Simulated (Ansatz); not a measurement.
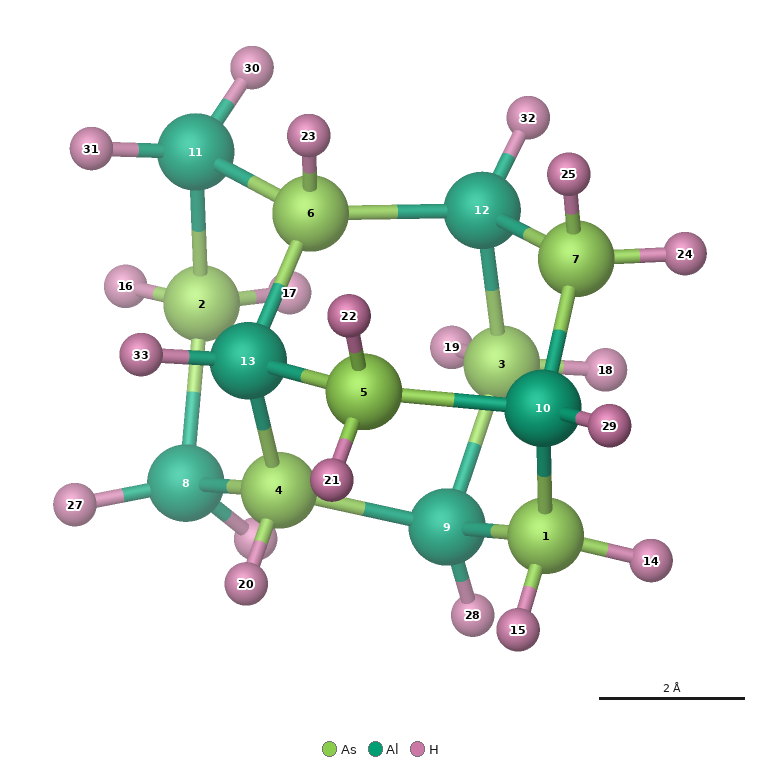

Figure 1. The structure as given in the input (ball-and-stick view, seen at a tilt; atoms are numbered from 1 in the order of the input). Sticks mark near contacts.

Single-point calculation of Al₆As₇H₂₀ (charge +1)

The run: single-point calculation of Al₆As₇H₂₀ (Al6As7 zinc blende off sphere), charge +1. Method and program: RKS PBE0-D4/def2-TZVP (Ansatz 0.2.0).

The geometry comes from this level: PBE-D4/def2-SVP. Figures and captions count atoms from 1; the log counts them from 0 in places.

Output
```
Functional definition: PBE0
  name "PBE0"
  cite "Adamo & Barone, J. Chem. Phys. 110, 6158 (1999) doi:10.1063/1.478522"
  cite "Perdew, Burke & Ernzerhof, Phys. Rev. Lett. 77, 3865 (1996) doi:10.1103/PhysRevLett.77.3865"
  parent pbe
  parameter a = 0.25
  parameter kappa = 0.804
  parameter beta = 0.06672455060314922
  exchange = (1 - a)*pbe_x(kappa = kappa, mu = beta*pi^2/3) + a*exact_x
  correlation = pbe_c(beta = beta)
these checks for a lower state are left out or cut short: starts
2990 factors; integrals over basis functions are off by at most 6.9e-1 eV
mean field evaluation 1: about -465724.6408 eV, gradient 3.1e2 eV
mean field evaluation 2: about -465729.5565 eV, gradient 8.1e0 eV
mean field evaluation 4: about -465729.7449 eV, gradient 1.8e-1 eV
mean field evaluation 8: about -465729.7452 eV, gradient 2.3e-5 eV
mean field -465729.74522733 eV, -17115.2524541447 hartree, gradient 2.3e-5 eV, S^2 0.000000; 0 other end points of the search recorded, 0 dependent functions left out
the calculation of the forces begins
reference -465729.74530033 eV, -17115.2524568275 hartree; 164, 164 occupied and 514, 514 virtual orbitals, 2990 factors
Total energy: -465731.47854843 eV, -17115.3161525203 hartree
Atom 0 at     0.750266    -3.458959     0.584518 Å, force    -0.002821    -0.359396     0.057380 eV/Å
Atom 1 at    -2.321555     2.423367    -1.994588 Å, force    -0.093345     0.123361    -0.385702 eV/Å
Atom 2 at     0.694666    -0.788156    -2.185265 Å, force    -0.007690     0.014508    -0.369779 eV/Å
Atom 3 at    -2.122961    -0.646246     0.405092 Å, force    -0.099252    -0.184727     0.140658 eV/Å
Atom 4 at     0.722925    -0.702401     3.226905 Å, force     0.037977    -0.036005     0.357765 eV/Å
Atom 5 at     0.598423     2.128408     0.422060 Å, force     0.190692     0.074320     0.144161 eV/Å
Atom 6 at     3.428242    -0.663833     0.513381 Å, force     0.356090     0.031310     0.036324 eV/Å
Atom 7 at    -3.755980     0.470720    -1.227918 Å, force    -0.001751    -0.014320     0.000465 eV/Å
Atom 8 at    -0.898441    -2.295202    -0.946456 Å, force    -0.029725     0.012091    -0.017414 eV/Å
Atom 9 at     2.332066    -2.256185     2.112733 Å, force     0.005819     0.001912     0.003459 eV/Å
Atom 10 at    -0.692994     3.968913    -0.806593 Å, force     0.007370    -0.004859     0.005571 eV/Å
Atom 11 at     2.164176     0.899958    -1.026645 Å, force    -0.011977     0.010655    -0.011504 eV/Å
Atom 12 at    -0.852642     0.819513     1.945739 Å, force    -0.033042     0.031356    -0.027361 eV/Å
Atom 13 at     1.536155    -4.528106    -0.164790 Å, force    -0.158038     0.240209     0.140669 eV/Å
Atom 14 at    -0.058340    -4.388403     1.479882 Å, force     0.156499     0.200106    -0.175758 eV/Å
Atom 15 at    -3.322248     3.361359    -2.662657 Å, force     0.209219    -0.198380     0.149925 eV/Å
Atom 16 at    -1.632229     1.975455    -3.282811 Å, force    -0.137549     0.089381     0.288833 eV/Å
Atom 17 at     1.544125    -1.603242    -3.151409 Å, force    -0.167619     0.160074     0.209693 eV/Å
Atom 18 at    -0.129305    -0.028820    -3.217482 Å, force     0.172547    -0.167626     0.237930 eV/Å
Atom 19 at    -2.987518    -1.526159     1.304226 Å, force     0.173925     0.177168    -0.180889 eV/Å
Atom 20 at    -0.048323    -1.544171     4.236611 Å, force     0.146639     0.172506    -0.226537 eV/Å
Atom 21 at     1.537962     0.116825     4.220434 Å, force    -0.164319    -0.159317    -0.222452 eV/Å
Atom 22 at     1.561840     2.865578     1.350225 Å, force    -0.187993    -0.145845    -0.175366 eV/Å
Atom 23 at     4.505391    -1.429958    -0.244522 Å, force    -0.236939     0.151393     0.140308 eV/Å
Atom 24 at     4.350087     0.207323     1.356193 Å, force    -0.196852    -0.173949    -0.159372 eV/Å
Atom 25 at    -3.822101    -0.564389    -2.447776 Å, force    -0.001034     0.125267     0.148427 eV/Å
Atom 26 at    -4.958990     1.059070    -0.364153 Å, force     0.143994    -0.073378    -0.112794 eV/Å
Atom 27 at    -1.657631    -3.352933    -1.855541 Å, force     0.101067     0.137172     0.120536 eV/Å
Atom 28 at     3.297536    -3.149543     3.001347 Å, force    -0.128573     0.118191    -0.114983 eV/Å
Atom 29 at     0.309060     4.572478    -1.892724 Å, force    -0.123012    -0.061978     0.135728 eV/Å
Atom 30 at    -1.511098     4.735834     0.327170 Å, force     0.095121    -0.083116    -0.139471 eV/Å
Atom 31 at     3.154406     1.667703    -2.002795 Å, force    -0.125694    -0.100544     0.126132 eV/Å
Atom 32 at    -1.714971     1.654212     2.987618 Å, force     0.110268    -0.107538    -0.124584 eV/Å
Dipole moment:     1.082849    -1.061038     0.366820 e Å
Checks for a lower state left out: starts
```

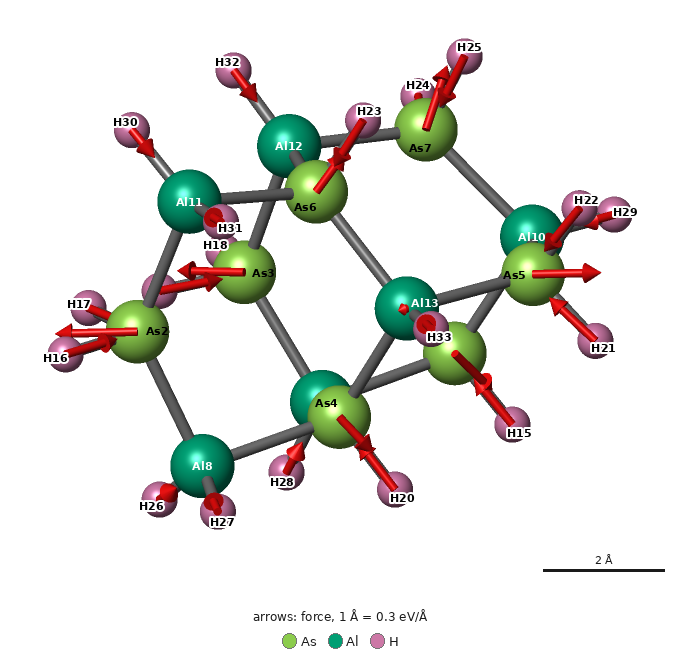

Figure 2. Forces on the atoms as red arrows (ball-and-stick view, seen at a tilt; atoms are numbered from 1 in the order of the input); the smallest are left out. The largest act on As2 (0.42 eV/Å); As3 (0.37 eV/Å); As1, As5, As7 (0.36 eV/Å); H19 (0.34 eV/Å), among others. The geometry is not a stationary point of this energy.

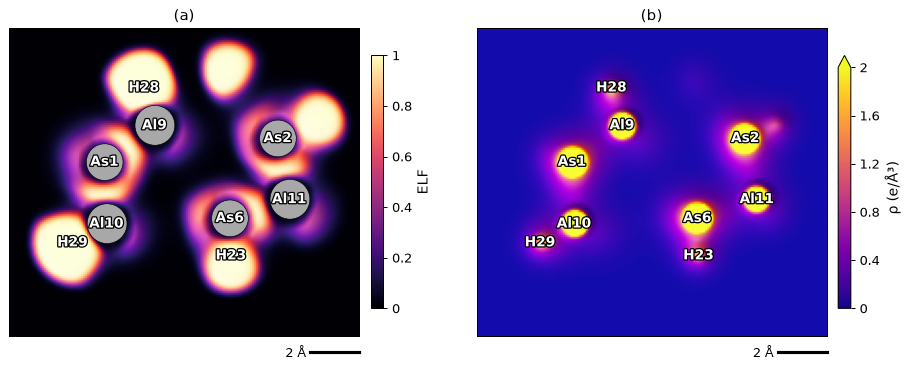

Figure 3. (a) ELF; (b) electron density on the plane of atoms As1, Al10 and H29. Grey discs, where drawn, cover atomic cores. The section cuts through As, Al and H sites. As–H (1.53 Å): ρ is about 1.1 e/Å³ halfway, with its minimum of 0.98 e/Å³ about 0.9 Å from As; the ELF climbs to about 1 towards the hydrogen, as it does in any bond to H. Al–As (2.51 Å): ρ is about 0.47 e/Å³ halfway; the ELF peaks at about 0.95 between the atoms, as expected for localised, shared-pair bonding. Al–H (1.59 Å): ρ at the midpoint is about 0.56 e/Å³; the ELF climbs to about 1 towards the hydrogen.

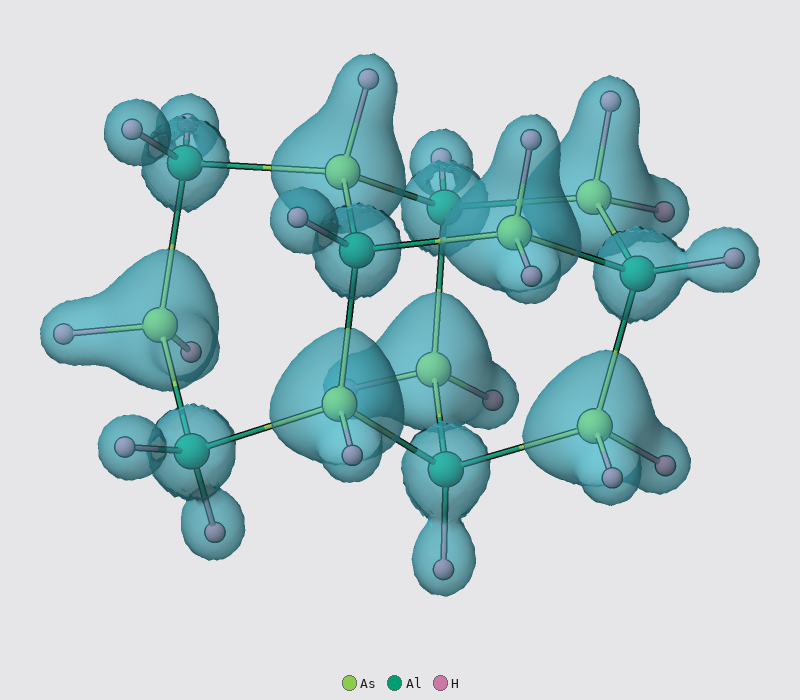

Figure 4. Isosurface of the electron density at 0.5 e/Å³ (cyan), seen at an oblique angle. At this value the surface falls into 13 separate pieces. It is pinched off along the Al–As (2.46 Å), Al–As (2.50 Å) and Al–As (2.54 Å) contacts. On the grid the lowest density along these lines, outside the cores, is 0.38 e/Å³ (Al–As, 2.46 Å), 1 e/Å³ (As–H, 1.52 Å), 0.35 e/Å³ (Al–As, 2.50 Å) and 0.31 e/Å³ (Al–As, 2.54 Å).

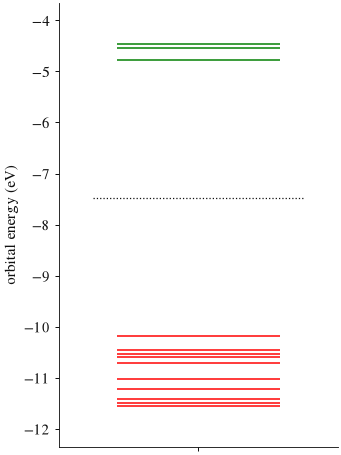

Figure 5. Orbital energies near the frontier; the dotted line parts filled from empty levels, and levels within 0.02 eV of each other stand side by side. Highest filled −10.19 eV, lowest empty −4.79 eV, 5.40 eV apart.

This output came from the following input.

Input
```yaml
crystal:
  periodic: [false, false, false]
  atoms:
    - {symbol: As, position_ang: [0.750266, -3.458959, 0.584518]}
    - {symbol: As, position_ang: [-2.321555, 2.423367, -1.994588]}
    - {symbol: As, position_ang: [0.694666, -0.788156, -2.185265]}
    - {symbol: As, position_ang: [-2.122961, -0.646246, 0.405092]}
    - {symbol: As, position_ang: [0.722925, -0.702401, 3.226905]}
    - {symbol: As, position_ang: [0.598423, 2.128408, 0.422060]}
    - {symbol: As, position_ang: [3.428242, -0.663833, 0.513381]}
    - {symbol: Al, position_ang: [-3.755980, 0.470720, -1.227918]}
    - {symbol: Al, position_ang: [-0.898441, -2.295202, -0.946456]}
    - {symbol: Al, position_ang: [2.332066, -2.256185, 2.112733]}
    - {symbol: Al, position_ang: [-0.692994, 3.968913, -0.806593]}
    - {symbol: Al, position_ang: [2.164176, 0.899958, -1.026645]}
    - {symbol: Al, position_ang: [-0.852642, 0.819513, 1.945739]}
    - {symbol: H, position_ang: [1.536155, -4.528106, -0.164790]}
    - {symbol: H, position_ang: [-0.058340, -4.388403, 1.479882]}
    - {symbol: H, position_ang: [-3.322248, 3.361359, -2.662657]}
    - {symbol: H, position_ang: [-1.632229, 1.975455, -3.282811]}
    - {symbol: H, position_ang: [1.544125, -1.603242, -3.151409]}
    - {symbol: H, position_ang: [-0.129305, -0.028820, -3.217482]}
    - {symbol: H, position_ang: [-2.987518, -1.526159, 1.304226]}
    - {symbol: H, position_ang: [-0.048323, -1.544171, 4.236611]}
    - {symbol: H, position_ang: [1.537962, 0.116825, 4.220434]}
    - {symbol: H, position_ang: [1.561840, 2.865578, 1.350225]}
    - {symbol: H, position_ang: [4.505391, -1.429958, -0.244522]}
    - {symbol: H, position_ang: [4.350087, 0.207323, 1.356193]}
    - {symbol: H, position_ang: [-3.822101, -0.564389, -2.447776]}
    - {symbol: H, position_ang: [-4.958990, 1.059070, -0.364153]}
    - {symbol: H, position_ang: [-1.657631, -3.352933, -1.855541]}
    - {symbol: H, position_ang: [3.297536, -3.149543, 3.001347]}
    - {symbol: H, position_ang: [0.309060, 4.572478, -1.892724]}
    - {symbol: H, position_ang: [-1.511098, 4.735834, 0.327170]}
    - {symbol: H, position_ang: [3.154406, 1.667703, -2.002795]}
    - {symbol: H, position_ang: [-1.714971, 1.654212, 2.987618]}
basis:
  gaussian: {orbitals: def2-TZVP, fitting: {mean_field: def2-universal-jkfit}, initial_orbitals: start.molden}
total_charge: 1
hamiltonian: {xc: pbe0, dispersion: d4}
scf: {omitted_lower_state_checks: [starts]}
output: {forces: true, orbitals: {seedname: orbitals}}
```

Launched with:
```bash
ansatz run in.yaml --threads 2 --pin off --events-out ev --progress --plain --max-ram 32768MiB --backend cuda --devices 0, --max-vram 18GiB
```

Summary

| quantity | value |
| --- | --- |
| outcome | converged |
| total energy | −465731.4785 eV |
| mean-field energy | −465729.7453 eV |
| dispersion energy | −1.7332 eV |
| SCF solution under orbital rotations | stable |
| HOMO | −10.19 eV |
| LUMO | −4.79 eV |
| largest force (length of the vector) | 0.416 eV/Å |
| hardware | 2 CPU threads, shared host |
| wall time | 13 s (CPU time 9.8 s) |
| peak memory | 2.1 GiB |
